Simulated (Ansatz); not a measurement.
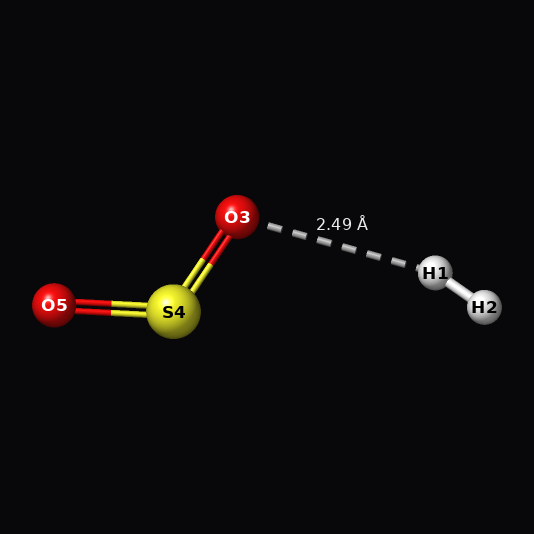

Two molecules or ions; the broken line marks their closest contact (measured against van der Waals radii). Geometry: a pair of rigid molecules at a changed separation. Program: Ansatz 0.2.0.

Q: Which two species are they?

A: H2 and SO2 (`O=S=O.[H][H]`).

Give the counterpoise-corrected interaction energy (kcal/mol, monomers kept as in the pair) with RHF-CCSD(T) (frozen core)/def2-TZVPPD; B3LYP-D4/def2-TZVPPD; ωB97M-V/def2-TZVPPD; r2SCAN-D4/def2-TZVPPD.

| level | interaction energy (kcal/mol) |
| --- | --- |
| RHF-CCSD(T) (frozen core)/def2-TZVPPD | 0.0 |
| B3LYP-D4/def2-TZVPPD | −0.1 |
| ωB97M-V/def2-TZVPPD | −0.1 |
| r2SCAN-D4/def2-TZVPPD | 0.0 |
